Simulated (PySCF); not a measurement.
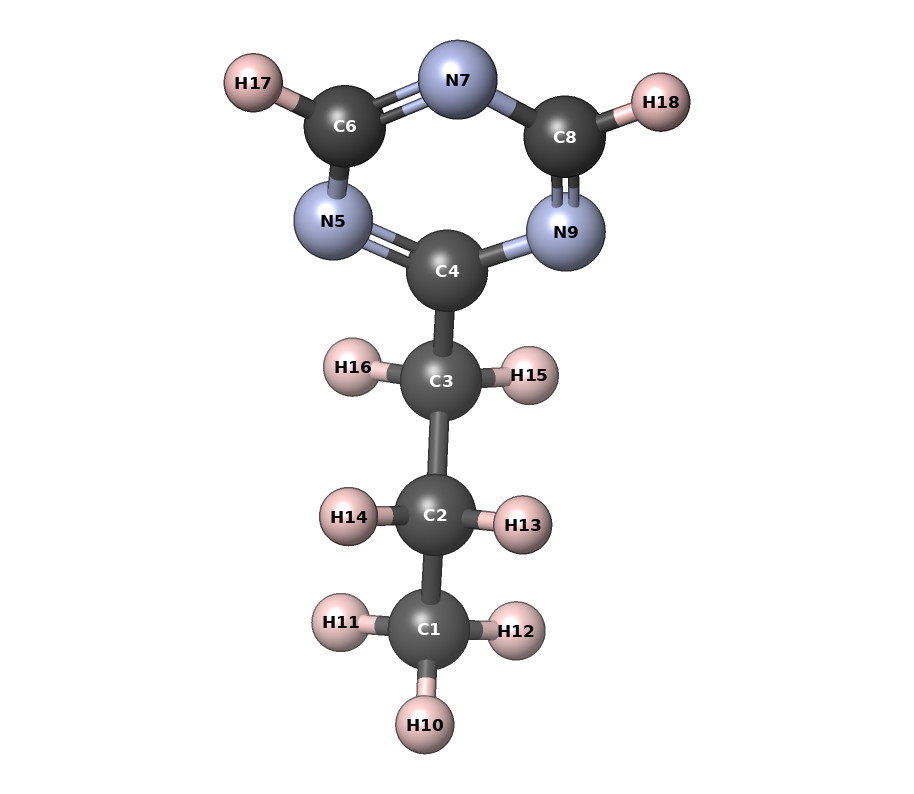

The computed structure is the end point of a PBE0-D3(BJ)/def2-SVP optimisation. No frequency run is at hand to confirm it as a minimum. Method: TDDFT CAM-B3LYP/def2-SVPD, vertical, gas phase, core orbitals frozen in the response (PySCF 2.14.0), and the same with a continuum solvent (IEF-PCM, Bondi radii x 1.2, gas-phase geometry).

How do dipole (D), HOMO–LUMO gap (eV), lowest singlet (eV) change in cyclohexane (ε = 2.0), chloroform (ε = 4.7)?

| medium | dipole (D) | HOMO–LUMO gap (eV) | lowest singlet (eV) |
| --- | --- | --- | --- |
| gas phase | 0.94 | 8.95 | 4.79 |
| cyclohexane | 1.02 | 9.00 | 4.83 |
| chloroform | 1.07 | 9.05 | 4.88 |
